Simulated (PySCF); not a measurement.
**What a change does: NMR shielding calculation on C$_{3}$H$_{5}$B**

System: C$_{3}$H$_{5}$B.
Method of run 1: GIAO PBE0/pcSseg-1 NMR shielding, non-relativistic, IEF-PCM water (PySCF 2.14.0).

The geometry comes from this level: PBE0-D3(BJ)/def2-SVP. Text and figures count atoms from 1; the logs count them from 0 in places.

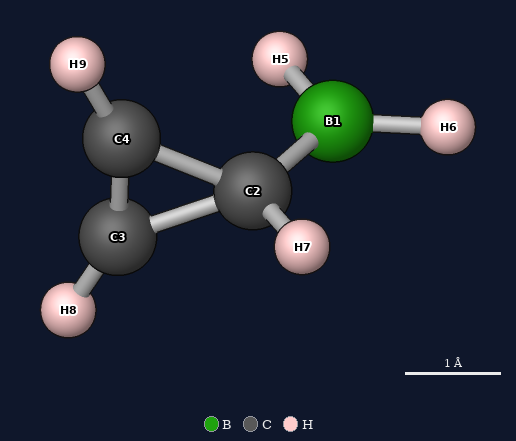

Figure 1. The structure as given in the input (ball-and-stick view, seen at a tilt; atoms are numbered from 1 in the order of the input). Bond lengths as drawn: B–C 1.54 Å, B–H 1.21 Å, C–C 1.28 to 1.54 Å and C–H 1.09 to 1.10 Å.

### Input file, run 1
```
{"job": {"kind": "nmr", "xc": "PBE0", "basis": "pcSseg-1", "solvent": "water", "pop": false}, "charge": 0, "multiplicity": 1}
B      1.417319     0.212322     0.199277
C     -0.003971    -0.323516     0.430339
C     -0.958643    -0.493274    -0.768877
C     -1.222505     0.508204    -0.014313
H      1.623875     0.967785    -0.726291
H      2.339210    -0.105272     0.918901
H     -0.179869    -1.007416     1.276832
H     -1.148453    -1.139594    -1.619936
H     -1.813690     1.371659     0.273905
```

The first line tells a small driver script what to run in PySCF; the rest is the geometry in Å.

Command:
```bash
OMP_NUM_THREADS=1 python <driver script> task.json out
```

Hardware: 1 CPU thread, shared host.

### Output (run 1)
```
coarse grid: 7448 points
cycle   1  E = -141.8074738020  dE =  4.043e-01  |g| = 2.649e-01  |ddm| = 2.531e+00
cycle   2  E = -141.8117765063  dE = -4.303e-03  |g| = 2.518e-01  |ddm| = 5.317e-01
cycle   3  E = -141.8286957178  dE = -1.692e-02  |g| = 4.069e-02  |ddm| = 2.597e-01
cycle   4  E = -141.8290644158  dE = -3.687e-04  |g| = 1.025e-02  |ddm| = 3.666e-02
cycle   5  E = -141.8290925712  dE = -2.816e-05  |g| = 2.346e-03  |ddm| = 1.097e-02
cycle   6  E = -141.8290938197  dE = -1.249e-06  |g| = 8.000e-04  |ddm| = 3.147e-03
final grid: 71696 points
cycle   7  E = -141.8530999537  dE = -1.709e-05  |g| = 5.399e-03  |ddm| = 1.800e-02
cycle   8  E = -141.8530981738  dE =  1.780e-06  |g| = 6.156e-03  |ddm| = 1.142e-02
cycle   9  E = -141.8531080831  dE = -9.909e-06  |g| = 4.730e-04  |ddm| = 5.811e-03
cycle  10  E = -141.8531081335  dE = -5.047e-08  |g| = 1.996e-04  |ddm| = 4.553e-04
cycle  11  E = -141.8531081424  dE = -8.875e-09  |g| = 6.027e-05  |ddm| = 1.622e-04
cycle  12  E = -141.8531081433  dE = -9.252e-10  |g| = 1.061e-05  |ddm| = 4.725e-05
converged SCF energy = -141.8531081433

GIAO shielding tensors (ppm)
atom      isotropic    diamagn.    paramagn.     s11        s22        s33       span
  0 B       14.409     191.924    -177.515    -62.309    -11.142    116.679    178.988
  1 C      158.825     246.268     -87.442     79.031    156.947    240.498    161.467
  2 C       66.997     255.054    -188.058    -72.684    110.331    163.344    236.029
  3 C       66.749     255.043    -188.294    -73.019    109.817    163.449    236.468
  4 H       24.612      29.039      -4.428     17.358     27.942     28.536     11.178
  5 H       23.737      28.933      -5.196     17.465     26.208     27.537     10.071
  6 H       29.289      29.783      -0.494     23.618     27.359     36.888     13.270
  7 H       23.660      30.310      -6.649     20.526     23.790     26.665      6.138
  8 H       23.643      30.298      -6.656     20.496     23.787     26.645      6.149
```

For run 2 the input was changed thus:
```diff
-"solvent": "water"
-"pop": false
+"solvent": "dimethylsulfoxide"
+"pop": true
```

What does this change do to the results?

The total energy of run 2 is 0.03 kcal/mol higher: the change of the electrostatic solvation energy at this fixed geometry, without cavity or dispersion terms. No shielding changes by as much as 0.05 ppm. The number of SCF iterations is the same.

### Output (run 2)
```
coarse grid: 7448 points
cycle   1  E = -141.8074036583  dE =  4.044e-01  |g| = 2.650e-01  |ddm| = 2.531e+00
cycle   2  E = -141.8116949267  dE = -4.291e-03  |g| = 2.520e-01  |ddm| = 5.323e-01
cycle   3  E = -141.8286444713  dE = -1.695e-02  |g| = 4.072e-02  |ddm| = 2.600e-01
cycle   4  E = -141.8290136667  dE = -3.692e-04  |g| = 1.026e-02  |ddm| = 3.668e-02
cycle   5  E = -141.8290418680  dE = -2.820e-05  |g| = 2.353e-03  |ddm| = 1.099e-02
cycle   6  E = -141.8290431248  dE = -1.257e-06  |g| = 8.035e-04  |ddm| = 3.160e-03
final grid: 71696 points
cycle   7  E = -141.8530494165  dE = -1.708e-05  |g| = 5.403e-03  |ddm| = 1.800e-02
cycle   8  E = -141.8530476214  dE =  1.795e-06  |g| = 6.164e-03  |ddm| = 1.144e-02
cycle   9  E = -141.8530575564  dE = -9.935e-06  |g| = 4.760e-04  |ddm| = 5.821e-03
cycle  10  E = -141.8530576074  dE = -5.101e-08  |g| = 2.016e-04  |ddm| = 4.580e-04
cycle  11  E = -141.8530576165  dE = -9.077e-09  |g| = 6.021e-05  |ddm| = 1.636e-04
cycle  12  E = -141.8530576174  dE = -9.242e-10  |g| = 1.061e-05  |ddm| = 4.728e-05
converged SCF energy = -141.8530576174

GIAO shielding tensors (ppm)
atom      isotropic    diamagn.    paramagn.     s11        s22        s33       span
  0 B       14.388     191.925    -177.537    -62.288    -11.234    116.685    178.973
  1 C      158.832     246.264     -87.432     79.053    156.935    240.508    161.455
  2 C       67.000     255.060    -188.060    -72.676    110.325    163.350    236.027
  3 C       66.751     255.048    -188.297    -73.012    109.811    163.454    236.466
  4 H       24.610      29.036      -4.426     17.357     27.940     28.532     11.176
  5 H       23.735      28.930      -5.195     17.465     26.205     27.535     10.070
  6 H       29.289      29.784      -0.495     23.619     27.359     36.888     13.269
  7 H       23.665      30.316      -6.651     20.530     23.799     26.666      6.136
  8 H       23.648      30.305      -6.657     20.499     23.797     26.647      6.147
```

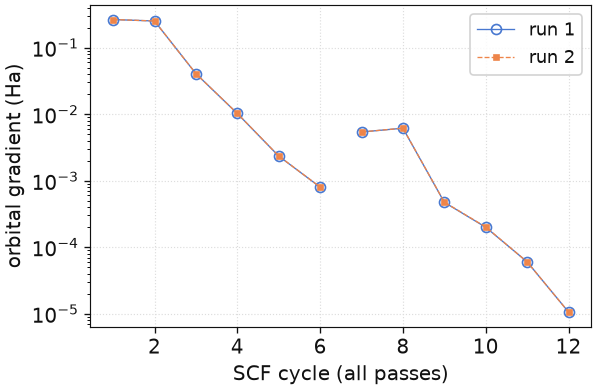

Figure 2. Convergence of the two runs: orbital gradient against the SCF cycle. A break in a curve parts two SCF passes (coarse and final grid). Run 1 takes 12 cycles in all, and run 2 takes 12.

### The two runs side by side

```tsv
quantity	run 1	run 2
outcome	converged	converged
total energy (hartree)	−141.853108	−141.853058
HOMO (eV)	−7.25	−7.25
LUMO (eV)	−1.33	−1.33
dipole moment (D)	1.99	1.99
shielding of B1 (ppm)	14.4	14.4
shielding of C2 (ppm)	158.8	158.8
shielding of C3 (ppm)	67.0	67.0
shielding of C4 (ppm)	66.7	66.8
shielding of H5 (ppm)	24.6	24.6
shielding of H8 (ppm)	23.7	23.7
shielding of H9 (ppm)	23.6	23.6
SCF iterations	12	12
basis functions	93	93
wall time (shared host)	3.4 s	4.3 s
```
